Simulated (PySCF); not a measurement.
BFH6Si2 (SMILES FB[SiH2][SiH3])

Input file:

```
import pyscf.grad
from pyscf import gto, dft

system = gto.Mole()
system.atom = [
    ('B', (-1.146761, -0.276057, 1.157323)),
    ('F', (-2.465231, -0.431375, 1.119448)),
    ('Si', (-0.018529, -0.903552, -0.417708)),
    ('Si', (0.214379, 0.832520, -1.999988)),
    ('H', (-0.696589, 0.271574, 2.126606)),
    ('H', (-0.629724, -2.079955, -1.102990)),
    ('H', (1.348612, -1.290819, 0.038394)),
    ('H', (-1.116164, 1.243425, -2.528226)),
    ('H', (0.853413, 2.026163, -1.378709)),
    ('H', (1.058768, 0.392208, -3.144725)),
]
system.charge = 0
system.max_memory = 3720
system.basis = 'def2-tzvpd'
system.spin = 0
system.verbose = 3
system.build()

myscf = dft.RKS(system, xc='pbe0')
myscf = myscf.density_fit(auxbasis='def2-universal-jkfit')
myscf.conv_tol = 1e-09
myscf.max_cycle = 100
myscf.grids.level = 3
myscf.kernel()
if not myscf.converged:
    myscf = myscf.newton().run(myscf.mo_coeff, myscf.mo_occ)

etot = myscf.e_tot
print('E = %.10f Eh' % etot)
grad = myscf.Gradients().kernel()
myscf.analyze()
```

Launched as:

```sh
OMP_NUM_THREADS=2 python input.py
```

Geometry: B3LYP/6-31G*.

Level of theory: Gaussian-basis quantum chemistry of an isolated molecule with PySCF, energy and nuclear gradient, functional PBE0 in PySCF.

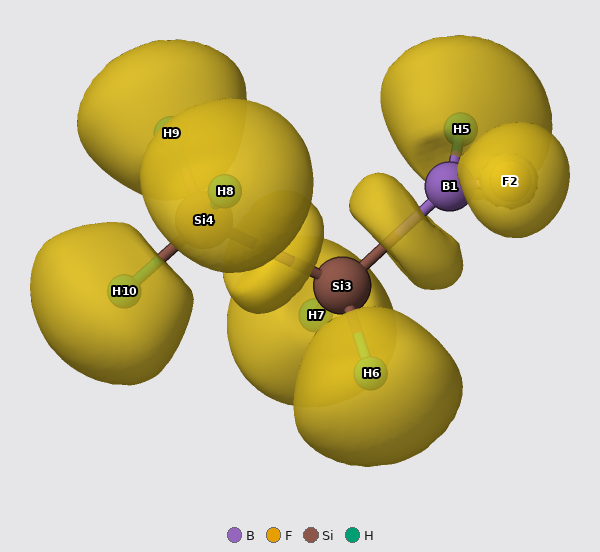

Figure 1. Isosurface of the ELF at 0.75 (yellow), seen at a tilt. Core shells and regions of very low density are left out.

What do the ELF domains correspond to?

The ELF exceeds this value in one region between bonded B–Si atoms (shared pairs), one region between bonded Si–Si atoms (shared pairs), six regions around hydrogen nuclei and one region on F in which the atom's valence shell and bonds are merged.


B–F (1.33 Å): the ELF peaks at about 0.85 between the atoms, as expected for a polar covalent bond. Si–B (2.04 Å): the ELF peaks at about 1 between the atoms: localised, covalent bonding.

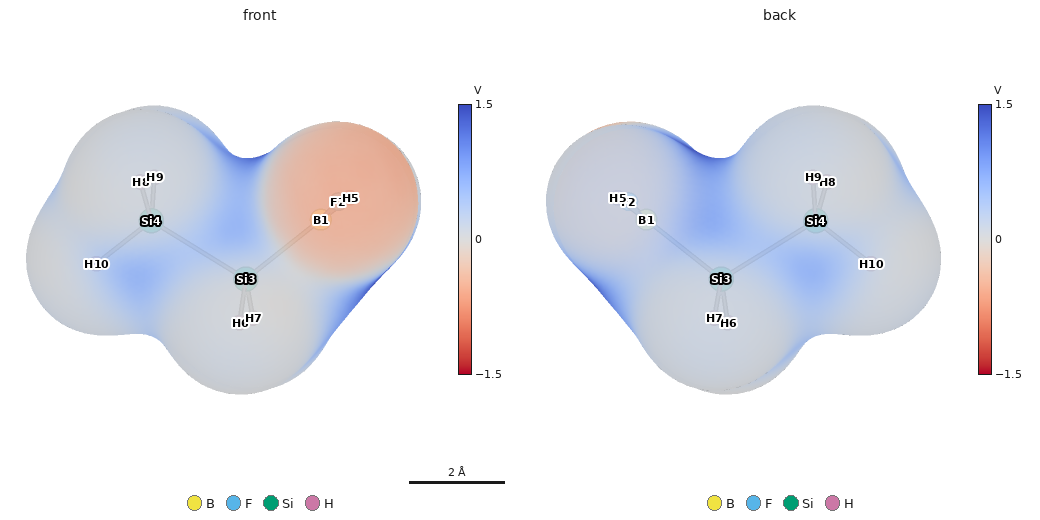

Figure 2. The molecular electrostatic potential painted on the density surface at 0.001 e/bohr³, seen from the front and from behind; the colour scale runs from red (negative) to blue (positive).

Describe the electrostatic potential map.

The most negative region (about −0.6 V, or −14 kcal/mol for a unit charge) lies over F2, the most positive (about +1.3 V, or +30 kcal/mol for a unit charge) over B1.

What dipole moment does the calculation give?

Its dipole moment is 0.64 D.

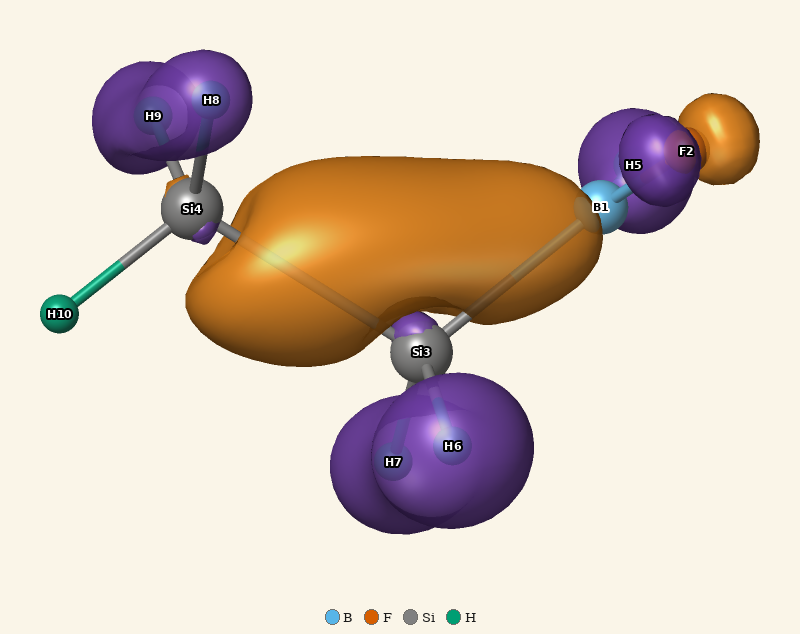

Figure 3. The HOMO−1 at ±0.15 Å⁻³ᐟ² (orange and purple are the two phases), seen at a tilt.

What is the character of this orbital?

It lies mainly on Si3 (about 35 %), Si4 (about 20 %), B1 (about 10 %), H6 (about 10 %) and H7 (about 5 %). Its energy is −8.73 eV.

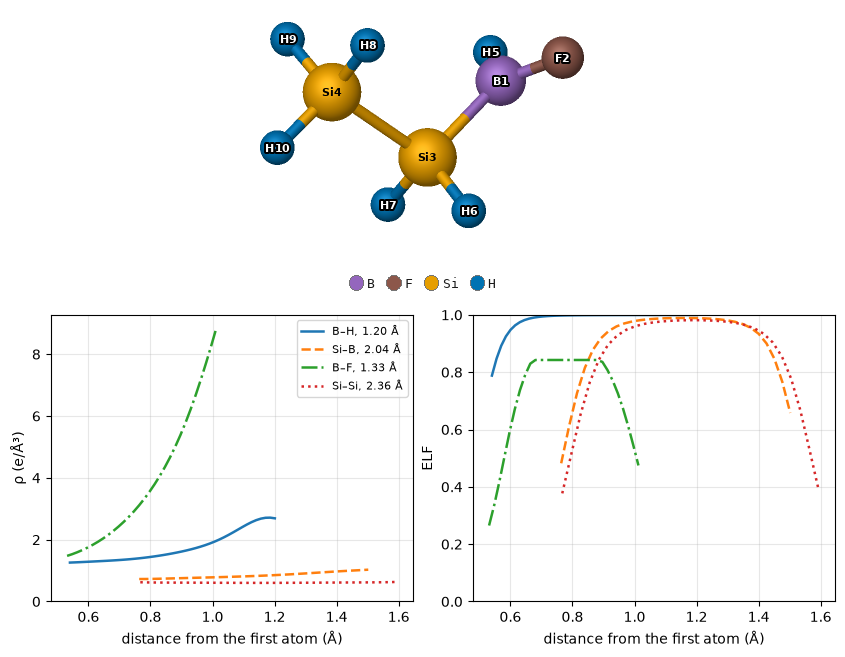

Figure 4. Total electron density and ELF along straight lines between neighbouring atoms. The curves leave out the atomic cores. The structure is drawn too.

What kind of bonding do the profiles show?

B–H (1.20 Å): ρ is about 1.3 e/Å³ halfway; the ELF climbs to about 1 towards the hydrogen, as it does in any bond to H; a covalent bond by its length.
Si–B (2.04 Å): ρ is about 0.79 e/Å³ halfway; the ELF peaks at about 1 between the atoms, as expected for a covalent bond.
B–F (1.33 Å): ρ at the midpoint is about 2.2 e/Å³; the ELF peaks at about 0.85 between the atoms: a polar covalent bond.
Si–Si (2.36 Å): the density is about 0.6 e/Å³ at the midpoint; the ELF peaks at about 1 between the atoms: localised, covalent bonding.
